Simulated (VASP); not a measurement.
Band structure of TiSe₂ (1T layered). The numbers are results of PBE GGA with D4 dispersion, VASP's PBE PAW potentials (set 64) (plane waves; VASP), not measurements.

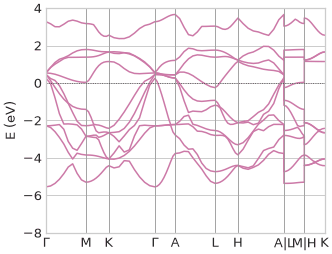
Figure. Bands along high-symmetry lines, zero at the valence-band maximum or, without a gap, the Fermi level

Question: Read the plot: is there a gap, and where are the band edges?

Answer: It has no gap at this level: it comes out as a metal or semimetal. (Edges off the drawn lines would not show.)

The compound is TiSe2 in the 1T layered structure. It was relaxed first.
